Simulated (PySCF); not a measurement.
# C2H8AlFS: NMR shifts at several levels of theory, part 2 of 2

PySCF 2.14.0. Atoms count from 0.

### 8 NMR shieldings: PBE0/cc-pVTZ

The job: settings as JSON, then the geometry in Å.

```
{"job": {"kind": "nmr", "xc": "PBE0", "basis": "cc-pVTZ", "pop": true}, "charge": 0, "multiplicity": 1}
C     -0.936040    -1.303124    -0.472254
S     -0.419015    -0.292210     0.936193
C     -0.921307     1.347621     0.362918
Al     1.955208    -0.100325     0.269362
F      1.545857     0.399234    -1.307635
H     -2.030975    -1.289174    -0.556608
H     -0.453520    -0.922499    -1.383064
H     -0.594007    -2.327228    -0.270189
H     -2.016366     1.396110     0.291768
H     -0.567548     2.068609     1.111913
H     -0.442393     1.551968    -0.604759
H      2.432144    -1.616145     0.379710
H      2.454445     1.069879     1.228307
```

Level: GIAO PBE0/cc-pVTZ NMR shielding, non-relativistic, gas phase.

The program printed:

```text
coarse grid: 11472 points
cycle   1  E = -821.1322979474  dE =  2.386e-02  |g| = 6.534e-01  |ddm| = 6.465e+00
cycle   2  E = -821.0094367328  dE =  1.229e-01  |g| = 1.134e+00  |ddm| = 1.888e+00
cycle   3  E = -821.2059460635  dE = -1.965e-01  |g| = 5.560e-02  |ddm| = 1.140e+00
cycle   4  E = -821.2064938058  dE = -5.477e-04  |g| = 2.934e-02  |ddm| = 1.388e-01
cycle   5  E = -821.2066741581  dE = -1.804e-04  |g| = 7.257e-03  |ddm| = 5.140e-02
cycle   6  E = -821.2066882219  dE = -1.406e-05  |g| = 1.563e-03  |ddm| = 1.185e-02
cycle   7  E = -821.2066889062  dE = -6.843e-07  |g| = 2.838e-04  |ddm| = 2.573e-03
final grid: 100632 points
cycle   8  E = -821.2132818998  dE = -6.163e-05  |g| = 8.392e-03  |ddm| = 8.833e-02
cycle   9  E = -821.2132731163  dE =  8.784e-06  |g| = 1.021e-02  |ddm| = 2.735e-02
cycle  10  E = -821.2132972859  dE = -2.417e-05  |g| = 7.298e-04  |ddm| = 1.514e-02
cycle  11  E = -821.2132974128  dE = -1.270e-07  |g| = 2.461e-04  |ddm| = 1.137e-03
cycle  12  E = -821.2132974206  dE = -7.733e-09  |g| = 1.014e-04  |ddm| = 3.427e-04
cycle  13  E = -821.2132974225  dE = -1.934e-09  |g| = 1.159e-05  |ddm| = 1.137e-04
cycle  14  E = -821.2132974225  dE = -3.138e-11  |g| = 2.377e-06  |ddm| = 1.752e-05
converged SCF energy = -821.2132974225

GIAO shielding tensors (ppm)
atom      isotropic    diamagn.    paramagn.     s11        s22        s33       span
  0 C      166.507     245.486     -78.979    149.707    161.455    188.360     38.653
  1 S      595.237    1057.546    -462.309    479.735    593.032    712.946    233.211
  2 C      166.631     245.478     -78.847    149.877    161.601    188.414     38.537
  3 Al     442.483     799.075    -356.592    386.172    431.791    509.486    123.314
  4 F      382.798     466.134     -83.336    351.866    381.918    414.609     62.743
  5 H       29.347      29.736      -0.389     24.329     26.906     36.808     12.479
  6 H       28.266      30.656      -2.390     22.387     28.818     33.592     11.205
  7 H       29.290      29.903      -0.613     24.664     25.998     37.208     12.544
  8 H       29.344      29.730      -0.385     24.319     26.901     36.813     12.494
  9 H       29.299      29.905      -0.607     24.667     26.008     37.221     12.554
 10 H       28.279      30.656      -2.377     22.409     28.812     33.616     11.207
 11 H       26.995      29.255      -2.260     23.979     24.884     32.121      8.142
 12 H       26.990      29.246      -2.256     23.976     24.875     32.118      8.142
```

Wall time 42 s (1 thread of Arm Neoverse V1, shared host); peak memory 1.1 GiB.

Key values: δ C0 20.7, S1 -70, Al3 50.2, F4 -200.2, H11 4.30, H5 2.32 ppm (means over like atoms).

### 9 Shielding tensors: PBE0/aug-cc-pVDZ

Same as in step 8 but for these lines:

```diff
@@ -1,2 +1,2 @@
-{"job": {"kind": "nmr", "xc": "PBE0", "basis": "cc-pVTZ", "pop": true}, "charge": 0, "multiplicity": 1}
+{"job": {"kind": "nmr", "xc": "PBE0", "basis": "aug-cc-pVDZ", "pop": true}, "charge": 0, "multiplicity": 1}
 C     -0.936040    -1.303124    -0.472254
```

Level: GIAO PBE0/aug-cc-pVDZ NMR shielding, non-relativistic, gas phase.

The program printed:

```text
coarse grid: 11472 points
cycle   1  E = -821.0595634440  dE =  6.047e-02  |g| = 5.931e-01  |ddm| = 6.840e+00
cycle   2  E = -820.9473869018  dE =  1.122e-01  |g| = 1.031e+00  |ddm| = 2.070e+00
cycle   3  E = -821.1266096394  dE = -1.792e-01  |g| = 4.979e-02  |ddm| = 1.145e+00
cycle   4  E = -821.1271097598  dE = -5.001e-04  |g| = 2.501e-02  |ddm| = 1.504e-01
cycle   5  E = -821.1272544720  dE = -1.447e-04  |g| = 6.065e-03  |ddm| = 5.225e-02
cycle   6  E = -821.1272656013  dE = -1.113e-05  |g| = 1.126e-03  |ddm| = 1.249e-02
cycle   7  E = -821.1272660118  dE = -4.105e-07  |g| = 1.741e-04  |ddm| = 2.878e-03
final grid: 100632 points
cycle   8  E = -821.1386111628  dE = -2.050e-05  |g| = 7.563e-03  |ddm| = 9.785e-02
cycle   9  E = -821.1386035171  dE =  7.646e-06  |g| = 9.273e-03  |ddm| = 3.136e-02
cycle  10  E = -821.1386256976  dE = -2.218e-05  |g| = 5.204e-04  |ddm| = 1.625e-02
cycle  11  E = -821.1386257810  dE = -8.340e-08  |g| = 1.270e-04  |ddm| = 1.176e-03
cycle  12  E = -821.1386257831  dE = -2.062e-09  |g| = 7.257e-05  |ddm| = 2.396e-04
cycle  13  E = -821.1386257840  dE = -9.215e-10  |g| = 7.302e-06  |ddm| = 1.004e-04
converged SCF energy = -821.1386257840

GIAO shielding tensors (ppm)
atom      isotropic    diamagn.    paramagn.     s11        s22        s33       span
  0 C      173.869     207.561     -33.692    156.861    168.019    196.728     39.867
  1 S      617.563    1043.515    -425.952    509.633    620.072    722.982    213.350
  2 C      173.999     207.615     -33.616    157.031    168.183    196.784     39.754
  3 Al     492.293     793.836    -301.542    447.641    477.215    552.024    104.383
  4 F      395.765     472.550     -76.785    367.140    390.222    429.934     62.794
  5 H       29.381      30.002      -0.620     24.416     26.899     36.828     12.412
  6 H       28.277      26.410       1.867     22.412     28.852     33.569     11.157
  7 H       29.330      29.690      -0.360     24.716     26.108     37.165     12.449
  8 H       29.378      29.998      -0.620     24.407     26.894     36.834     12.427
  9 H       29.339      29.731      -0.393     24.720     26.119     37.179     12.459
 10 H       28.291      26.410       1.881     22.435     28.844     33.594     11.159
 11 H       26.858      25.367       1.491     23.758     24.720     32.096      8.338
 12 H       26.853      25.357       1.496     23.755     24.710     32.092      8.337
```

Wall time 25 s (1 thread of Arm Neoverse V1, shared host); peak memory 0.88 GiB.

This run: δ C0 21.2, S1 -60, Al3 48.8, F4 -201.6, H11 4.54, H5 2.40 ppm (means over like atoms).

### 10 Shielding tensors: PBE0/IGLO-III

Same as in step 9 but for these lines:

```diff
@@ -1,2 +1,2 @@
-{"job": {"kind": "nmr", "xc": "PBE0", "basis": "aug-cc-pVDZ", "pop": true}, "charge": 0, "multiplicity": 1}
+{"job": {"kind": "nmr", "xc": "PBE0", "basis": "IGLO-III", "pop": true}, "charge": 0, "multiplicity": 1}
 C     -0.936040    -1.303124    -0.472254
```

Method: GIAO PBE0/IGLO-III NMR shielding, non-relativistic, gas phase.

The program printed:

```text
coarse grid: 11472 points
cycle   1  E = -821.1359666395  dE = -2.308e-02  |g| = 6.795e-01  |ddm| = 2.408e+00
cycle   2  E = -821.0066836275  dE =  1.293e-01  |g| = 1.159e+00  |ddm| = 8.558e-01
cycle   3  E = -821.2109676952  dE = -2.043e-01  |g| = 6.982e-02  |ddm| = 5.682e-01
cycle   4  E = -821.2116893901  dE = -7.217e-04  |g| = 3.196e-02  |ddm| = 5.051e-02
cycle   5  E = -821.2118926352  dE = -2.032e-04  |g| = 8.627e-03  |ddm| = 2.109e-02
cycle   6  E = -821.2119107683  dE = -1.813e-05  |g| = 1.836e-03  |ddm| = 6.946e-03
cycle   7  E = -821.2119115290  dE = -7.607e-07  |g| = 3.228e-04  |ddm| = 1.617e-03
final grid: 100632 points
cycle   8  E = -821.2199179372  dE = -8.190e-05  |g| = 8.857e-03  |ddm| = 4.333e-02
cycle   9  E = -821.2199098006  dE =  8.137e-06  |g| = 1.026e-02  |ddm| = 1.030e-02
cycle  10  E = -821.2199320712  dE = -2.227e-05  |g| = 1.052e-03  |ddm| = 6.061e-03
cycle  11  E = -821.2199322861  dE = -2.149e-07  |g| = 3.383e-04  |ddm| = 7.156e-04
cycle  12  E = -821.2199323012  dE = -1.512e-08  |g| = 1.338e-04  |ddm| = 1.787e-04
cycle  13  E = -821.2199323043  dE = -3.098e-09  |g| = 1.862e-05  |ddm| = 7.158e-05
cycle  14  E = -821.2199323044  dE = -6.844e-11  |g| = 2.178e-06  |ddm| = 1.168e-05
converged SCF energy = -821.2199323044

GIAO shielding tensors (ppm)
atom      isotropic    diamagn.    paramagn.     s11        s22        s33       span
  0 C      162.901     253.892     -90.991    145.453    158.191    185.059     39.606
  1 S      569.269    1059.212    -489.944    448.565    564.459    694.783    246.218
  2 C      163.028     253.871     -90.842    145.628    158.339    185.118     39.490
  3 Al     441.880     796.109    -354.228    378.831    432.860    513.951    135.120
  4 F      384.023     476.028     -92.005    354.782    379.382    417.905     63.123
  5 H       29.369      29.741      -0.372     24.343     26.984     36.778     12.435
  6 H       28.295      30.529      -2.234     22.416     28.868     33.603     11.187
  7 H       29.347      29.333       0.014     24.730     26.121     37.188     12.458
  8 H       29.365      29.734      -0.369     24.333     26.979     36.784     12.450
  9 H       29.356      29.339       0.016     24.733     26.132     37.201     12.468
 10 H       28.309      30.536      -2.227     22.438     28.862     33.626     11.187
 11 H       26.965      28.879      -1.915     23.959     24.893     32.041      8.082
 12 H       26.960      28.871      -1.910     23.957     24.885     32.039      8.082
```

Run time: 39 s. Hardware: 1 thread of Arm Neoverse V1, shared host; peak memory 1.1 GiB.

This run: δ C0 20.8, S1 -51, Al3 43.0, F4 -209.4, H11 4.41, H5 2.37 ppm (means over like atoms).

### 11 NMR shieldings: PBE0/pcSseg-0

Same as in step 10 but for these lines:

```diff
@@ -1,2 +1,2 @@
-{"job": {"kind": "nmr", "xc": "PBE0", "basis": "IGLO-III", "pop": true}, "charge": 0, "multiplicity": 1}
+{"job": {"kind": "nmr", "xc": "PBE0", "basis": "pcSseg-0", "pop": true}, "charge": 0, "multiplicity": 1}
 C     -0.936040    -1.303124    -0.472254
```

Method: GIAO PBE0/pcSseg-0 NMR shielding, non-relativistic, gas phase.

The program printed:

```text
coarse grid: 11472 points
cycle   1  E = -819.8577784908  dE = -2.142e-02  |g| = 5.818e-01  |ddm| = 3.331e+00
cycle   2  E = -819.7754326022  dE =  8.235e-02  |g| = 9.447e-01  |ddm| = 1.745e+00
cycle   3  E = -819.9174010195  dE = -1.420e-01  |g| = 3.834e-02  |ddm| = 1.127e+00
cycle   4  E = -819.9177813348  dE = -3.803e-04  |g| = 1.115e-02  |ddm| = 8.133e-02
cycle   5  E = -819.9178086138  dE = -2.728e-05  |g| = 4.570e-03  |ddm| = 1.936e-02
cycle   6  E = -819.9178144536  dE = -5.840e-06  |g| = 6.083e-04  |ddm| = 6.592e-03
final grid: 100632 points
cycle   7  E = -819.9555132503  dE = -1.033e-05  |g| = 6.620e-03  |ddm| = 2.064e-02
cycle   8  E = -819.9555073955  dE =  5.855e-06  |g| = 8.466e-03  |ddm| = 1.461e-02
cycle   9  E = -819.9555227579  dE = -1.536e-05  |g| = 4.359e-04  |ddm| = 8.781e-03
cycle  10  E = -819.9555227903  dE = -3.240e-08  |g| = 1.165e-04  |ddm| = 5.459e-04
cycle  11  E = -819.9555227932  dE = -2.954e-09  |g| = 2.021e-05  |ddm| = 1.664e-04
cycle  12  E = -819.9555227934  dE = -1.314e-10  |g| = 5.430e-06  |ddm| = 4.510e-05
converged SCF energy = -819.9555227934

GIAO shielding tensors (ppm)
atom      isotropic    diamagn.    paramagn.     s11        s22        s33       span
  0 C      171.033     257.260     -86.227    151.234    164.115    197.750     46.516
  1 S      683.960    1055.820    -371.860    551.806    699.448    800.625    248.818
  2 C      171.173     257.249     -86.077    151.416    164.296    197.806     46.390
  3 Al     416.841     791.060    -374.219    363.443    408.583    478.498    115.055
  4 F      417.208     472.709     -55.501    388.620    391.730    471.272     82.652
  5 H       30.831      30.981      -0.150     25.360     28.183     38.951     13.590
  6 H       30.068      29.149       0.919     24.074     30.466     35.663     11.589
  7 H       30.921      30.905       0.016     25.691     27.510     39.563     13.873
  8 H       30.829      30.975      -0.146     25.354     28.177     38.955     13.601
  9 H       30.933      30.906       0.027     25.697     27.521     39.579     13.882
 10 H       30.079      29.152       0.927     24.095     30.453     35.688     11.593
 11 H       27.617      28.992      -1.375     24.099     25.684     33.070      8.970
 12 H       27.612      28.983      -1.371     24.094     25.675     33.068      8.974
```

It took 6 s on 1 thread of Arm Neoverse V1, shared host; peak memory 0.45 GiB.

In short: δ C0 22.4, S1 -169, Al3 59.1, F4 -238.8, H11 5.22, H5 2.22 ppm (means over like atoms).

### 12 Shielding tensors: PBE0/pcSseg-2

Same as in step 11 but for these lines:

```diff
@@ -1,2 +1,2 @@
-{"job": {"kind": "nmr", "xc": "PBE0", "basis": "pcSseg-0", "pop": true}, "charge": 0, "multiplicity": 1}
+{"job": {"kind": "nmr", "xc": "PBE0", "basis": "pcSseg-2", "pop": true}, "charge": 0, "multiplicity": 1}
 C     -0.936040    -1.303124    -0.472254
```

With the program's defaults for keys left out, this is: GIAO PBE0/pcSseg-2 NMR shielding, non-relativistic, gas phase.

The program printed:

```text
coarse grid: 11472 points
cycle   1  E = -821.1451373809  dE =  1.064e-02  |g| = 6.622e-01  |ddm| = 2.414e+00
cycle   2  E = -821.0189297643  dE =  1.262e-01  |g| = 1.139e+00  |ddm| = 9.748e-01
cycle   3  E = -821.2197501064  dE = -2.008e-01  |g| = 6.180e-02  |ddm| = 6.536e-01
cycle   4  E = -821.2203792715  dE = -6.292e-04  |g| = 2.918e-02  |ddm| = 5.318e-02
cycle   5  E = -821.2205569389  dE = -1.777e-04  |g| = 8.129e-03  |ddm| = 2.053e-02
cycle   6  E = -821.2205732143  dE = -1.628e-05  |g| = 1.554e-03  |ddm| = 7.375e-03
cycle   7  E = -821.2205737651  dE = -5.507e-07  |g| = 2.732e-04  |ddm| = 1.540e-03
final grid: 100632 points
cycle   8  E = -821.2292544647  dE = -7.653e-05  |g| = 7.886e-03  |ddm| = 2.790e-02
cycle   9  E = -821.2292467304  dE =  7.734e-06  |g| = 9.752e-03  |ddm| = 1.001e-02
cycle  10  E = -821.2292679919  dE = -2.126e-05  |g| = 7.315e-04  |ddm| = 6.001e-03
cycle  11  E = -821.2292680899  dE = -9.800e-08  |g| = 2.586e-04  |ddm| = 6.159e-04
cycle  12  E = -821.2292680980  dE = -8.110e-09  |g| = 1.130e-04  |ddm| = 1.576e-04
cycle  13  E = -821.2292681003  dE = -2.336e-09  |g| = 9.631e-06  |ddm| = 7.096e-05
cycle  14  E = -821.2292681003  dE = -1.637e-11  |g| = 2.080e-06  |ddm| = 9.006e-06
converged SCF energy = -821.2292681003

GIAO shielding tensors (ppm)
atom      isotropic    diamagn.    paramagn.     s11        s22        s33       span
  0 C      162.942     247.771     -84.829    145.363    158.148    185.314     39.951
  1 S      564.331    1057.047    -492.716    442.009    559.948    691.037    249.028
  2 C      163.071     247.751     -84.680    145.540    158.300    185.373     39.833
  3 Al     437.931     793.054    -355.123    377.079    428.006    508.708    131.629
  4 F      382.844     472.031     -89.187    351.167    380.259    417.107     65.940
  5 H       29.269      29.921      -0.652     24.191     26.837     36.779     12.588
  6 H       28.248      31.065      -2.817     22.339     28.784     33.622     11.283
  7 H       29.229      30.068      -0.839     24.556     25.941     37.189     12.633
  8 H       29.266      29.913      -0.647     24.181     26.832     36.784     12.603
  9 H       29.237      30.069      -0.832     24.559     25.951     37.202     12.643
 10 H       28.261      31.063      -2.802     22.361     28.778     33.644     11.284
 11 H       26.991      29.108      -2.117     24.009     24.949     32.014      8.005
 12 H       26.986      29.100      -2.114     24.006     24.940     32.012      8.006
```

Wall time 54 s (1 thread of Arm Neoverse V1, shared host); peak memory 1.2 GiB.

This run: δ C0 21.1, S1 -61, Al3 47.3, F4 -207.0, H11 4.26, H5 2.33 ppm (means over like atoms).

### 13 Run by run: NMR shifts

Shifts (ppm), means over like atoms, with basis size and wall time:

```csv
run,C0,H11,H5,S1,Al3,F4,functions,time
PBE0/6-31G*,19.0,4.88,2.15,-72,50.5,-183.2,94,8.9 s
"PBE0/6-311+G(2d,p)",20.7,4.52,2.36,-62,52.1,-212.8,199,25 s
PBE0/def2-SVP,19.5,4.22,2.12,-81,44.3,-172.8,118,11 s
PBE0/def2-TZVP,20.9,4.51,2.28,-58,47.3,-199.5,215,28 s
PBE0/cc-pVDZ,20.7,4.30,2.22,-76,46.7,-187.0,118,12 s
PBE0/cc-pVTZ,20.7,4.30,2.32,-70,50.2,-200.2,270,42 s
PBE0/aug-cc-pVDZ,21.2,4.54,2.40,-60,48.8,-201.6,195,25 s
PBE0/IGLO-III,20.8,4.41,2.37,-51,43.0,-209.4,273,39 s
PBE0/pcSseg-0,22.4,5.22,2.22,-169,59.1,-238.8,69,6 s
PBE0/pcSseg-2,21.1,4.26,2.33,-61,47.3,-207.0,306,54 s
```

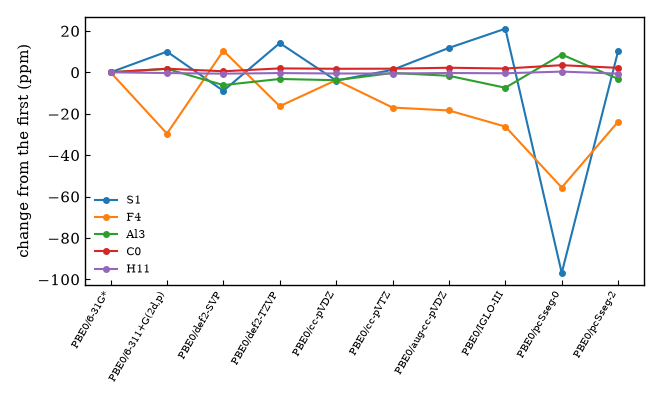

How five of the tabulated atoms move from run to run.

### 14 Outcome

The summary covers parts 1 to 2.

| quantity | value |
| --- | --- |
| point group | Cs |
| rotational constants (main isotopes) | 3.94, 2.03, 1.96 GHz |
| ¹³C shifts against TMS (PBE0/6-31G*, means over atoms taken as alike) | 19.0 ppm |
| ¹H shifts against TMS (PBE0/6-31G*, means over atoms taken as alike) | 4.88, 2.15 ppm |
| ³³S shifts against CS2 (PBE0/6-31G*) | -72 ppm |
| ²⁷Al shifts against AlH4- (PBE0/6-31G*) | 50.5 ppm |
| ¹⁹F shifts against CFCl3 (PBE0/6-31G*) | -183.2 ppm |
| range of the shift of S1 | -169 to -51 ppm |

Single values in the summary come from the first sound run of each kind (PBE0/6-31G*), which need not be the best level. The start of the PBE0/def2-SVP relaxation was shaken at random by about 0.01 Å, so part of the energy gained, and of the first lengths quoted, undoes that. The optimisation took 7 steps and gained 0.224 eV; among the close pairs (by a distance rule), Al3–H12 changed most, from 1.524 to 1.593 Å. At PBE0/6-31G*: Shielding is most anisotropic at S1 (span 234 ppm, paramagnetic term -440 ppm). Across the 10 runs the shift of S1 moves most, between -169 (PBE0/pcSseg-0) and -51 ppm (PBE0/IGLO-III).
